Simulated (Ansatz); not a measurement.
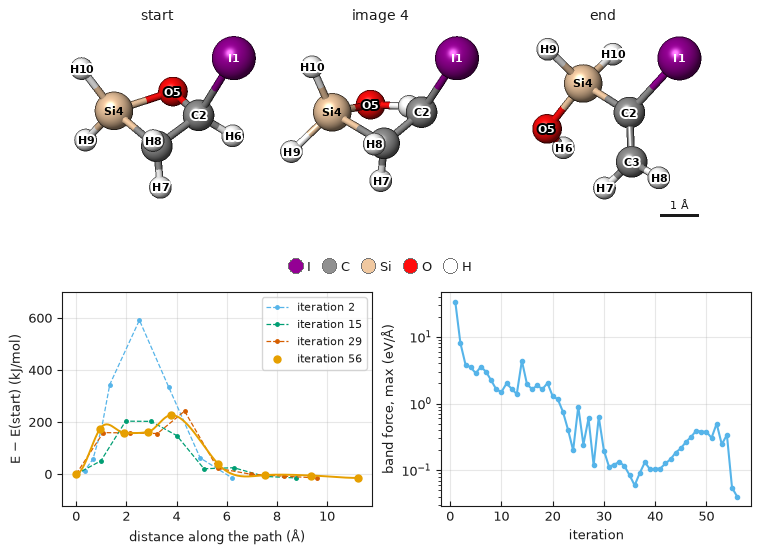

A search for the minimum-energy path of C₂H₅IOSi by the nudged elastic band. Images are numbered from 0 (start) to 8 (end). The plot follows the band through its iterations. The picture is a ball-and-stick view, seen at a tilt.

The calculation used RKS PBE/def2-SVP (Ansatz 0.2.0). Run with 7 movable images; climbing image; force threshold 0.05 eV/Å; iteration limit 60; starting path through a guess of the saddle point.

**Did the band converge, and can the barrier be trusted?**

The run is converged, with reservations. The band converged in 56 iterations. The largest component of the band force went from 34 to 0.04 eV/Å. The climbing image converged on the top of the path. Its vibrational analysis gives one imaginary mode (1025i cm⁻¹), as a transition state must have. The first iteration put the highest image at 1227.5 kJ/mol. Forward barrier 227.0 kJ/mol, backward barrier 241.5 kJ/mol, with image 4 at the top; the reaction energy is −14.5 kJ/mol.

The run took 16 min on 2 threads of Intel(R) Xeon(R) Platinum 8259CL CPU @ 2.50GHz (Skylake/Cascade Lake), with other jobs on the host, peak memory 0.18 GiB.
